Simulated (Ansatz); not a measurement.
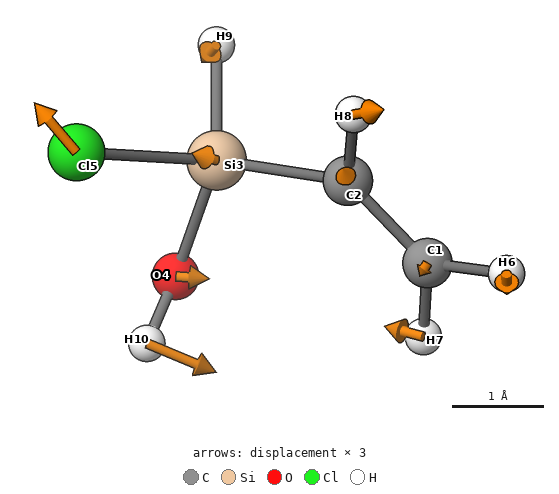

This is a relaxation of C2H5ClOSi (coarse preliminary run). The starting structure is drawn; orange arrows show the displacements, 3 times their true length. The two geometries are superimposed by the best rigid fit.

A ball-and-stick model, seen at a tilt.

The start comes from a force field.

The calculation used Ansatz 0.2.0, RKS PBE-D4/def2-SVP. Set-up: force threshold 0.03 eV/Å; at most 200 steps.

Q: What happened in the run?

A: Over 8 geometry steps the energy falls by 0.435 eV. The largest force component goes from 5 to 0.017 eV/Å. The atom that moves furthest after the best rigid fit is H10 (0.28 Å). By element the largest moves are H 0.28 Å, Cl 0.25 Å, O 0.13 Å, Si 0.13 Å, C 0.09 Å. Near-neighbour distances that change, for instance: C1–C2 1.275 → 1.349 Å, C2–Si3 1.807 → 1.868 Å, Si3–Cl5 2.061 → 2.092 Å, C2–H8 1.080 → 1.106 Å. Bond angles that change, for instance: O4–Si3–Cl5 101.4° → 111.1°, O4–Si3–H9 113.3° → 105.4°, Si3–C2–H8 112.7° → 119.6°. The run took about 30 core-seconds on a shared host.
